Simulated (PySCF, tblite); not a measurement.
# C₃H₃ClFSi radical: geometry, infrared bands and EPR parameters

Wanted: the infrared bands and EPR parameters of C₃H₃ClFSi radical (`F[C]1C([SiH3])=C1Cl`), by calculation.

The runs use tblite 0.8.0 and PySCF 2.14.0, with density-fitted response routines of our own; the level of theory stands in each step. All values are computed, except where a source is named. Atoms are numbered from 0 throughout.

## Step 1: The molecule as given

9 atoms, charge 0, multiplicity 2; geometry from: force field or distance geometry start.

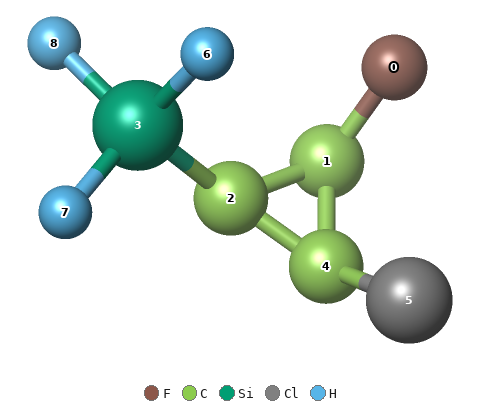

The starting geometry (fluorine brown, carbon green, silicon teal, chlorine grey, hydrogen blue), atoms numbered.

## Step 2: Geometry optimisation with GFN2-xTB

What the job is given:

```
{"job": {"kind": "relax", "xc": "GFN2-xTB", "basis": "xTB"}, "charge": 0, "multiplicity": 2}
F      1.302600     1.651700     0.869700
C      1.280900     1.143300    -0.384200
C      0.326700     0.157800    -0.702300
Si    -1.268400    -0.229300    -0.098400
C      1.560200    -0.254700    -0.550800
Cl     2.094700    -1.387400     0.569100
H     -1.291600    -0.319100     1.388100
H     -1.729200    -1.536000    -0.620100
H     -2.262300     0.779700    -0.496200
```

Started as:

```
> OMP_NUM_THREADS=1 python probes_run.py task.json out
```

One launch serves the whole session: the jobs run in the order shown.

**Question.** This job is followed by: GFN2-xTB harmonic vibrations, gas phase; UKS B3LYP, pcH-1 on C Cl F H Si, non-relativistic, mean-field spin-orbit, GIAO. What will the session give for the following? strongest single infrared mode (GFN2-xTB); zero-point energy (GFN2-xTB); g(iso) (B3LYP); ⟨S²⟩; largest a(iso) (averaged by class); surface potential, least and greatest.

As calculated:

| quantity | value |
| --- | --- |
| strongest single infrared mode (GFN2-xTB) | 774 cm⁻¹, 583 km/mol |
| zero-point energy (GFN2-xTB) | 25.6 kcal/mol |
| g(iso) (B3LYP) | 2.00335 |
| ⟨S²⟩ | 0.755 (exact 0.75) |
| largest a(iso) (averaged by class) | 13C on C1, 628.0 MHz |
| surface potential, least and greatest | -0.98 V and 1.42 V |

What this shows: Over 42 steps the energy fell by 1.199 eV; of the close pairs, C2–Si3 changed most, 1.749 to 1.861 Å. The lowest mode is slightly imaginary (12i cm⁻¹), a soft motion within the noise of the Hessian, so the minimum is not strictly shown. Unscaled tight-binding wavenumbers are off by several per cent, some by more. Its intensities can rank the bands wrongly. Most of the unpaired spin sits on C1 (0.76 e). The isotropic g lies 1.0 ppt above the free-electron value.
